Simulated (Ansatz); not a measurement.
# Cl− with HCl: superposition error and deformation, part 2 of 2

Ansatz 0.2.0, Gaussian basis. Earlier steps stand in the parts before.

## 8. PBE-D4/def2-TZVPPD

Contents of free-b/in.yaml:

```yaml
crystal:
  periodic: [false, false, false]
  atoms:
    - {symbol: Cl, position_ang: [0.076991, 0.014259, 1.418881]}
    - {symbol: H, position_ang: [0.007702, 0.001427, 0.141812]}
basis:
  gaussian: {orbitals: "def2-TZVPPD.json"}
hamiltonian: {xc: pbe, dispersion: d4}
```

Run with:

```
ansatz run in.yaml --threads 2 --pin off --events-out ev --progress --plain --max-ram 5222MiB
```

The program printed:

```text
Functional definition: PBE
  name "PBE"
  cite "Perdew, Burke & Ernzerhof, Phys. Rev. Lett. 77, 3865 (1996) doi:10.1103/PhysRevLett.77.3865"
  parent pbe
  parameter kappa = 0.804
  parameter beta = 0.06672455060314922
  exchange = pbe_x(kappa = kappa, mu = beta*pi^2/3)
  correlation = pbe_c(beta = beta)
383 factors; their error is unknown
mean field evaluation 1: about -12534.0093 eV, gradient 1.2e1 eV
mean field evaluation 2: about -12533.9600 eV, gradient 1.4e1 eV
mean field evaluation 4: about -12534.3625 eV, gradient 4.8e-1 eV
mean field evaluation 8: about -12534.3558 eV, gradient 4.1e-3 eV
mean field -12534.35584201 eV, -460.6290811024 hartree, gradient 5.2e-5 eV, S^2 0.000000; 0 other end points of the search recorded, 0 dependent functions left out
reference -12534.35589076 eV, -460.6290828939 hartree; 9, 9 occupied and 59, 59 virtual orbitals, 383 factors
Total energy: -12534.36155206 eV, -460.6292909429 hartree
```

Wall time 0.2 s (2 threads, shared host).

## 9. r2SCAN-D4/def2-TZVPPD

Edit free-b/in.yaml of step 8 so:

```diff
@@ -7,2 +7,2 @@
   gaussian: {orbitals: "def2-TZVPPD.json"}
-hamiltonian: {xc: pbe, dispersion: d4}
+hamiltonian: {xc: r2scan, dispersion: d4}
```

Run with:

```
ansatz run in.yaml --threads 2 --pin off --events-out ev --progress --plain --max-ram 5222MiB
```

The program printed:

```text
Functional definition: r2SCAN
  name "r2SCAN"
  cite "Furness, Kaplan, Ning, Perdew & Sun, J. Phys. Chem. Lett. 11, 8208 (2020) doi:10.1021/acs.jpclett.0c02405"
  cite "Furness, Kaplan, Ning, Perdew & Sun, J. Phys. Chem. Lett. 11, 9248 (2020) doi:10.1021/acs.jpclett.0c03077"
  parent r2scan
  parameter k0 = 0.174
  parameter k1 = 0.065
  parameter a1 = 4.9479
  exchange = r2scan_x(k0 = k0, k1 = k1, a1 = a1)
  correlation = r2scan_c
383 factors; their error is unknown
mean field evaluation 1: about -12538.3983 eV, gradient 1.1e1 eV
mean field evaluation 2: about -12538.4538 eV, gradient 1.1e1 eV
mean field evaluation 4: about -12538.6583 eV, gradient 2.8e-1 eV
mean field evaluation 8: about -12538.6509 eV, gradient 1.7e-3 eV
mean field -12538.65085414 eV, -460.7869198868 hartree, gradient 4.4e-6 eV, S^2 0.000000; 0 other end points of the search recorded, 0 dependent functions left out
reference -12538.65087112 eV, -460.7869205109 hartree; 9, 9 occupied and 59, 59 virtual orbitals, 383 factors
Total energy: -12538.65213710 eV, -460.7869670349 hartree
```

It took 0.55 s on 2 threads, shared host.

## 10. PBE0-D4/def2-TZVPPD

Edit free-b/in.yaml of step 9 so:

```diff
@@ -7,2 +7,3 @@
   gaussian: {orbitals: "def2-TZVPPD.json"}
-hamiltonian: {xc: r2scan, dispersion: d4}
+hamiltonian: {xc: pbe0, dispersion: d4}
+output: {orbitals: {seedname: orbitals}}
```

Run with:

```
ansatz run in.yaml --threads 2 --pin off --events-out ev --progress --plain --max-ram 5222MiB
```

The program printed:

```text
[... 10 set-up lines as earlier in the session ...]
393 factors; their error is unknown
mean field evaluation 1: about -12535.1223 eV, gradient 9.5e0 eV
mean field evaluation 2: about -12535.1960 eV, gradient 9.0e0 eV
mean field evaluation 4: about -12535.3440 eV, gradient 3.0e-1 eV
mean field evaluation 8: about -12535.3795 eV, gradient 9.9e-4 eV
mean field -12535.37950263 eV, -460.6666999364 hartree, gradient 1.8e-5 eV, S^2 0.000000; 0 other end points of the search recorded, 0 dependent functions left out
reference -12535.37953804 eV, -460.6667012374 hartree; 9, 9 occupied and 59, 59 virtual orbitals, 393 factors
Total energy: -12535.38411606 eV, -460.6668694766 hartree
```

Run time: 0.25 s. Hardware: 2 threads, shared host.

## 11. B3LYP-D4/def2-TZVPPD

Edit free-b/in.yaml of step 10 so:

```diff
@@ -7,3 +7,2 @@
   gaussian: {orbitals: "def2-TZVPPD.json"}
-hamiltonian: {xc: pbe0, dispersion: d4}
-output: {orbitals: {seedname: orbitals}}
+hamiltonian: {xc: {name: B3LYP}, dispersion: d4}
```

Run with:

```
ansatz run in.yaml --threads 2 --pin off --events-out ev --progress --plain --max-ram 5222MiB
```

The program printed:

```text
Functional definition: B3LYP
  name "B3LYP"
  cite "Stephens, Devlin, Chabalowski & Frisch, J. Phys. Chem. 98, 11623 (1994) doi:10.1021/j100096a001"
[... 2 set-up lines as earlier in the session ...]
  cite "Vosko, Wilk & Nusair, Can. J. Phys. 58, 1200 (1980) doi:10.1139/p80-159"
  parameter a0 = 0.2
  parameter ax = 0.72
  parameter ac = 0.81
  exchange = (1 - a0 - ax)*slater_x + ax*b88_x + a0*exact_x
  correlation = (1 - ac)*vwn_rpa_c + ac*lyp_c
393 factors; their error is unknown
mean field evaluation 1: about -12539.7414 eV, gradient 1.1e1 eV
mean field evaluation 2: about -12539.7814 eV, gradient 1.1e1 eV
mean field evaluation 4: about -12540.0074 eV, gradient 3.4e-1 eV
mean field evaluation 8: about -12540.0339 eV, gradient 7.8e-4 eV
mean field -12540.03388694 eV, -460.8377454046 hartree, gradient 2.3e-5 eV, S^2 0.000000; 0 other end points of the search recorded, 0 dependent functions left out
reference -12540.03408945 eV, -460.8377528470 hartree; 9, 9 occupied and 59, 59 virtual orbitals, 393 factors
Total energy: -12540.04327630 eV, -460.8380904574 hartree
```

Run time: 0.3 s. Hardware: 2 threads, shared host.

## 12. wB97X-V/def2-TZVPPD

Edit free-b/in.yaml of step 11 so:

```diff
@@ -7,2 +7,2 @@
   gaussian: {orbitals: "def2-TZVPPD.json"}
-hamiltonian: {xc: {name: B3LYP}, dispersion: d4}
+hamiltonian: {xc: {name: wB97X-V}}
```

Run with:

```
ansatz run in.yaml --threads 2 --pin off --events-out ev --progress --plain --max-ram 5222MiB
```

The program printed:

```text
[... 17 set-up lines as earlier in the session ...]
      + integral(e_c_pw_opposite_spin*poly(b97_u_opposite, cos0, cos1)) + vv10(b, c)
386 factors; their error is unknown
86 factors; integrals over basis functions are off by at most 5.7e-5 eV
mean field evaluation 1: about -12537.3133 eV, gradient 1.0e1 eV
mean field evaluation 2: about -12537.5503 eV, gradient 6.7e0 eV
mean field evaluation 4: about -12537.6262 eV, gradient 1.7e-1 eV
mean field evaluation 8: about -12537.6490 eV, gradient 2.5e-2 eV
mean field -12537.64898458 eV, -460.7501018595 hartree, gradient 1.8e-5 eV, S^2 0.000000; 0 other end points of the search recorded, 0 dependent functions left out
reference -12537.64898229 eV, -460.7501017756 hartree; 9, 9 occupied and 59, 59 virtual orbitals, 386 factors
Total energy: -12537.64898229 eV, -460.7501017756 hartree
```

It took 0.7 s on 2 threads, shared host.

## 13. wB97M-V/def2-TZVPPD

Edit free-b/in.yaml of step 12 so:

```diff
@@ -7,2 +7,2 @@
   gaussian: {orbitals: "def2-TZVPPD.json"}
-hamiltonian: {xc: {name: wB97X-V}}
+hamiltonian: {xc: {name: wB97M-V}}
```

Run with:

```
ansatz run in.yaml --threads 2 --pin off --events-out ev --progress --plain --max-ram 5222MiB
```

The program printed:

```text
[... 5 set-up lines as earlier in the session ...]
  # Of w^i u^j: cxij and so on, Table III.
[... 17 set-up lines as earlier in the session ...]
  gx(w, u) = 1 - cx + cx01*u + cx10*w
  gss(w, u) = css00 + css04*u^4 + css10*w + css20*w^2 + css43*w^4*u^3
  gos(w, u) = cos00 + cos10*w + (cos20 + cos21*u)*w^2 + (cos60 + cos61*u)*w^6
[... 2 set-up lines as earlier in the session ...]
      + integral(e_c_pw_mod_opposite_spin*gos(b97_w_opposite, b97_u_opposite)) + vv10(b, c)
386 factors; their error is unknown
86 factors; integrals over basis functions are off by at most 5.7e-5 eV
mean field evaluation 1: about -12538.4507 eV, gradient 9.9e0 eV
mean field evaluation 2: about -12538.6777 eV, gradient 6.9e0 eV
mean field evaluation 4: about -12538.7607 eV, gradient 1.6e-1 eV
mean field evaluation 8: about -12538.7805 eV, gradient 2.4e-2 eV
mean field -12538.78045475 eV, -460.7916826214 hartree, gradient 1.8e-5 eV, S^2 0.000000; 0 other end points of the search recorded, 0 dependent functions left out
reference -12538.78051328 eV, -460.7916847723 hartree; 9, 9 occupied and 59, 59 virtual orbitals, 386 factors
Total energy: -12538.78051328 eV, -460.7916847723 hartree
```

It took 0.8 s on 2 threads, shared host.

## 14. B2PLYP/def2-TZVPPD

Edit free-b/in.yaml of step 13 so:

```diff
@@ -7,2 +7,2 @@
   gaussian: {orbitals: "def2-TZVPPD.json"}
-hamiltonian: {xc: {name: wB97M-V}}
+hamiltonian: {xc: {name: B2PLYP}}
```

Run with:

```
ansatz run in.yaml --threads 2 --pin off --events-out ev --progress --plain --max-ram 5222MiB
```

The program printed:

```text
[... 9 set-up lines as earlier in the session ...]
386 factors; integrals over basis functions are off by at most 1.1e-3 eV
mean field evaluation 1: about -12533.9241 eV, gradient 9.2e0 eV
mean field evaluation 2: about -12533.9241 eV, gradient 9.2e0 eV
mean field evaluation 4: about -12534.1678 eV, gradient 6.1e-1 eV
mean field evaluation 8: about -12534.1692 eV, gradient 1.1e-2 eV
mean field evaluation 16: about -12534.1692 eV, gradient 1.1e-6 eV
mean field -12534.16923614 eV, -460.6222234631 hartree, gradient 1.1e-6 eV, S^2 0.000000; 0 other end points of the search recorded, 0 dependent functions left out
5 core orbitals not correlated: weight in the atoms' cores, before any rotation towards them, 1.000 or more for the frozen orbitals, at most 0.000 for the correlated occupied ones
reference -12534.16936040 eV, -460.6222280297 hartree; 4, 4 occupied and 59, 59 virtual orbitals, 386 factors
second order -6.74880384 eV of doubles, -0.00000000 eV of singles
Total energy: -12535.99153744 eV, -460.6891918007 hartree
```

Run time: 0.35 s. Hardware: 2 threads, shared host.

## 15. BLYP-D4/def2-TZVPPD

Edit free-b/in.yaml of step 14 so:

```diff
@@ -7,2 +7,2 @@
   gaussian: {orbitals: "def2-TZVPPD.json"}
-hamiltonian: {xc: {name: B2PLYP}}
+hamiltonian: {xc: {name: BLYP}, dispersion: d4}
```

Run with:

```
ansatz run in.yaml --threads 2 --pin off --events-out ev --progress --plain --max-ram 5222MiB
```

The program printed:

```text
Functional definition: BLYP
  name "BLYP"
[... 2 set-up lines as earlier in the session ...]
  parameter beta = 0.0042
  parameter a = 0.04918
  parameter b = 0.132
  parameter c = 0.2533
  parameter d = 0.349
  exchange = b88_x(beta = beta)
  correlation = lyp_c(a = a, b = b, c = c, d = d)
383 factors; their error is unknown
mean field evaluation 1: about -12539.0558 eV, gradient 1.3e1 eV
mean field evaluation 2: about -12538.9412 eV, gradient 1.6e1 eV
mean field evaluation 4: about -12539.4479 eV, gradient 6.3e-1 eV
mean field evaluation 8: about -12539.4411 eV, gradient 2.4e-3 eV
mean field -12539.44114706 eV, -460.8159626160 hartree, gradient 6.0e-5 eV, S^2 0.000000; 0 other end points of the search recorded, 0 dependent functions left out
reference -12539.44141359 eV, -460.8159724107 hartree; 9, 9 occupied and 59, 59 virtual orbitals, 383 factors
Total energy: -12539.45490307 eV, -460.8164681399 hartree
```

Wall time 0.25 s (2 threads, shared host).

## 16. revPBE-D4/def2-TZVPPD

Edit free-b/in.yaml of step 15 so:

```diff
@@ -7,2 +7,2 @@
   gaussian: {orbitals: "def2-TZVPPD.json"}
-hamiltonian: {xc: {name: BLYP}, dispersion: d4}
+hamiltonian: {xc: {name: revPBE}, dispersion: d4}
```

Run with:

```
ansatz run in.yaml --threads 2 --pin off --events-out ev --progress --plain --max-ram 5222MiB
```

The program printed:

```text
Functional definition: revPBE
  name "revPBE"
  cite "Zhang & Yang, Phys. Rev. Lett. 80, 890 (1998) doi:10.1103/PhysRevLett.80.890"
[... 1 set-up line as earlier in the session ...]
  parameter kappa = 1.245
[... 3 set-up lines as earlier in the session ...]
383 factors; their error is unknown
mean field evaluation 1: about -12536.9764 eV, gradient 1.2e1 eV
mean field evaluation 2: about -12536.9411 eV, gradient 1.4e1 eV
mean field evaluation 4: about -12537.3164 eV, gradient 4.1e-1 eV
mean field evaluation 8: about -12537.3095 eV, gradient 4.5e-3 eV
mean field -12537.30946893 eV, -460.7376248897 hartree, gradient 5.5e-5 eV, S^2 0.000000; 0 other end points of the search recorded, 0 dependent functions left out
reference -12537.30952967 eV, -460.7376271218 hartree; 9, 9 occupied and 59, 59 virtual orbitals, 383 factors
Total energy: -12537.33272719 eV, -460.7384796150 hartree
```

Run time: 0.2 s. Hardware: 2 threads, shared host.

## 17. B97M-V/def2-TZVPPD

Edit free-b/in.yaml of step 16 so:

```diff
@@ -7,2 +7,2 @@
   gaussian: {orbitals: "def2-TZVPPD.json"}
-hamiltonian: {xc: {name: revPBE}, dispersion: d4}
+hamiltonian: {xc: {name: B97M-V}}
```

Run with:

```
ansatz run in.yaml --threads 2 --pin off --events-out ev --progress --plain --max-ram 5222MiB
```

The program printed:

```text
[... 5 set-up lines as earlier in the session ...]
  # Of w^i u^j: cxij and so on, Table III.
[... 17 set-up lines as earlier in the session ...]
  gx(w, u) = cx00 + cx01*u + cx02*u^2 + (cx10 + cx11*u)*w
  gss(w, u) = css00 + css02*u^2 + css10*w + (css32*w^3 + css42*w^4)*u^2
  gos(w, u) = cos00 + cos01*u + cos03*u^3 + cos10*w + cos32*w^3*u^2
[... 2 set-up lines as earlier in the session ...]
      + integral(e_c_pw_mod_opposite_spin*gos(b97_w_opposite, b97_u_opposite)) + vv10(b, c)
383 factors; their error is unknown
mean field evaluation 1: about -12536.0014 eV, gradient 1.0e1 eV
mean field evaluation 2: about -12536.0591 eV, gradient 1.0e1 eV
mean field evaluation 4: about -12536.2693 eV, gradient 4.2e-1 eV
mean field evaluation 8: about -12536.2640 eV, gradient 2.4e-3 eV
mean field -12536.26399540 eV, -460.6992044460 hartree, gradient 3.8e-5 eV, S^2 0.000000; 0 other end points of the search recorded, 0 dependent functions left out
reference -12536.26406647 eV, -460.6992070577 hartree; 9, 9 occupied and 59, 59 virtual orbitals, 383 factors
Total energy: -12536.26406647 eV, -460.6992070577 hartree
```

Wall time 0.7 s (2 threads, shared host).

## 18. HSE06-D4/def2-TZVPPD

Edit free-b/in.yaml of step 17 so:

```diff
@@ -7,2 +7,2 @@
   gaussian: {orbitals: "def2-TZVPPD.json"}
-hamiltonian: {xc: {name: B97M-V}}
+hamiltonian: {xc: hse06, dispersion: d4}
```

Run with:

```
ansatz run in.yaml --threads 2 --pin off --events-out ev --progress --plain --max-ram 5222MiB
```

The program printed:

```text
Functional definition: HSE06
  name "HSE06"
  cite "Heyd, Scuseria & Ernzerhof, J. Chem. Phys. 118, 8207 (2003) doi:10.1063/1.1564060"
  cite "Krukau, Vydrov, Izmaylov & Scuseria, J. Chem. Phys. 125, 224106 (2006) doi:10.1063/1.2404663"
  cite "Heyd & Scuseria, J. Chem. Phys. 120, 7274 (2004) doi:10.1063/1.1668634"
  cite "Ernzerhof & Perdew, J. Chem. Phys. 109, 3313 (1998) doi:10.1063/1.476928"
[... 3 set-up lines as earlier in the session ...]
  parameter omega = 0.11/bohr
  # The whole range is PBE's own exchange, as in plane waves. The composition of these papers is wPBEh.
  exchange = pbe_x - a*pbe_x_sr(omega) + a*exact_x_sr(omega)
  correlation = pbe_c
393 factors; their error is unknown
31 factors; integrals over basis functions are off by at most 1.5e-4 eV
mean field evaluation 1: about -12534.8930 eV, gradient 9.9e0 eV
mean field evaluation 2: about -12534.9499 eV, gradient 9.8e0 eV
mean field evaluation 4: about -12535.1284 eV, gradient 3.4e-1 eV
mean field evaluation 8: about -12535.1632 eV, gradient 1.1e-3 eV
mean field -12535.16317304 eV, -460.6587499704 hartree, gradient 8.4e-5 eV, S^2 0.000000; 0 other end points of the search recorded, 0 dependent functions left out
reference -12535.16321996 eV, -460.6587516947 hartree; 9, 9 occupied and 59, 59 virtual orbitals, 393 factors
Total energy: -12535.16739324 eV, -460.6589050599 hartree
```

Run time: 0.3 s. Hardware: 2 threads, shared host.

## 19. CCSD(T)/def2-TZVPPD

Edit free-b/in.yaml of step 18 so:

```diff
@@ -7,2 +7,2 @@
   gaussian: {orbitals: "def2-TZVPPD.json"}
-hamiltonian: {xc: hse06, dispersion: d4}
+correlation: {method: ccsd_t}
```

Run with:

```
ansatz run in.yaml --threads 2 --pin off --events-out ev --progress --plain --max-ram 5222MiB
```

The program printed:

```text
[... 6 set-up lines as earlier in the session ...]
386 factors; integrals over basis functions are off by at most 1.1e-3 eV
mean field evaluation 1: about -12519.5496 eV, gradient 1.1e1 eV
mean field evaluation 2: about -12519.5497 eV, gradient 1.1e1 eV
mean field evaluation 4: about -12519.9478 eV, gradient 1.2e0 eV
mean field evaluation 8: about -12519.9565 eV, gradient 2.4e-5 eV
mean field evaluation 16: about -12519.9555 eV, gradient 3.7e-1 eV
mean field -12519.95652037 eV, -460.0999157922 hartree, gradient 2.5e-6 eV, S^2 0.000000; 0 other end points of the search recorded, 0 dependent functions left out
5 core orbitals not correlated: weight in the atoms' cores, before any rotation towards them, 1.000 or more for the frozen orbitals, at most 0.000 for the correlated occupied ones
reference -12519.95652037 eV, -460.0999157922 hartree; 4, 4 occupied and 59, 59 virtual orbitals, 386 factors
second order -5.58054025 eV of doubles, -0.00000000 eV of singles
cycle   1  -5.99501832 eV  change   -4.1e-1 eV  update   3.9e-2
cycle   2  -6.13181665 eV  change   -1.4e-1 eV  update   1.2e-2
cycle   3  -6.13839835 eV  change   -6.6e-3 eV  update   2.8e-3
cycle   4  -6.13775327 eV  change    6.5e-4 eV  update   7.7e-4
cycle   5  -6.13756152 eV  change    1.9e-4 eV  update   1.5e-4
cycle   6  -6.13753618 eV  change    2.5e-5 eV  update   4.6e-5
cycle   7  -6.13754106 eV  change   -4.9e-6 eV  update   1.3e-5
cycle   8  -6.13753997 eV  change    1.1e-6 eV  update   3.3e-6
perturbative correction -0.22601301 eV, -0.0083058251 hartree
Total energy: -12526.32007336 eV, -460.3337720512 hartree
```

Run time: 0.3 s. Hardware: 2 threads, shared host.

## 20. The split

| method | interaction with counterpoise (kcal/mol) | without | superposition error | deformation | binding energy |
| --- | --- | --- | --- | --- | --- |
| PBE-D4 | -45.28 | -45.54 | 0.26 | 16.44 | -28.84 |
| revPBE-D4 | -44.04 | -44.28 | 0.24 | 16.39 | -27.65 |
| BLYP-D4 | -41.82 | -42.10 | 0.28 | 15.69 | -26.13 |
| r2SCAN-D4 | -46.32 | -46.47 | 0.15 | 18.34 | -27.98 |
| B97M-V | -43.50 | -43.76 | 0.25 | 19.31 | -24.19 |
| PBE0-D4 | -45.85 | -46.05 | 0.20 | 18.83 | -27.03 |
| B3LYP-D4 | -42.99 | -43.23 | 0.23 | 17.82 | -25.17 |
| HSE06-D4 | -45.95 | -46.15 | 0.20 | 18.77 | -27.18 |
| wB97X-V | -43.15 | -43.38 | 0.24 | 19.55 | -23.60 |
| wB97M-V | -42.04 | -42.21 | 0.17 | 18.91 | -23.13 |
| B2PLYP | -41.88 | -42.59 | 0.71 | 18.88 | -22.99 |
| Hartree-Fock | -36.76 | -36.87 | 0.11 | 22.38 | -14.39 |
| MP2 | -42.83 | -44.73 | 1.90 | 20.26 | -22.56 |
| CCSD | -38.68 | -40.42 | 1.73 | 19.46 | -19.22 |
| CCSD(T) | -39.54 | -41.50 | 1.97 | 18.92 | -20.61 |

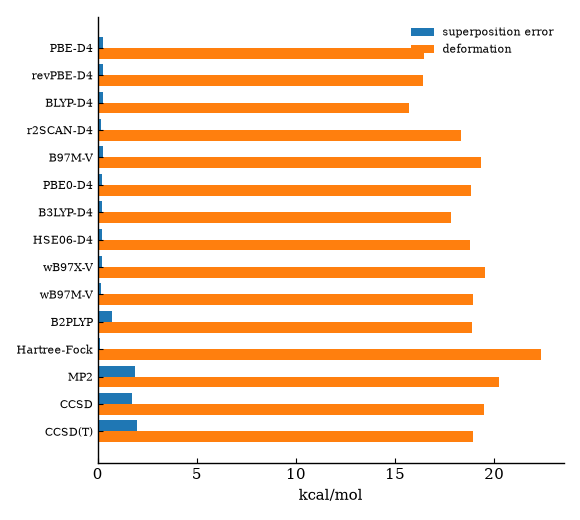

Superposition error and deformation energy by method.

## 21. What came out

This closing draws on all 2 parts.

```
            quantity            value
interaction, CCSD(T)  -39.54 kcal/mol
 superposition error    1.97 kcal/mol
         deformation   18.92 kcal/mol
      binding energy  -20.61 kcal/mol
```

In words: In this basis the superposition error is 1.97 kcal/mol for CCSD(T) and 0.23 kcal/mol on average for the plain functionals: correlated methods borrow far more, since they need many more functions to converge. Deformation takes back 48 % of the interaction.
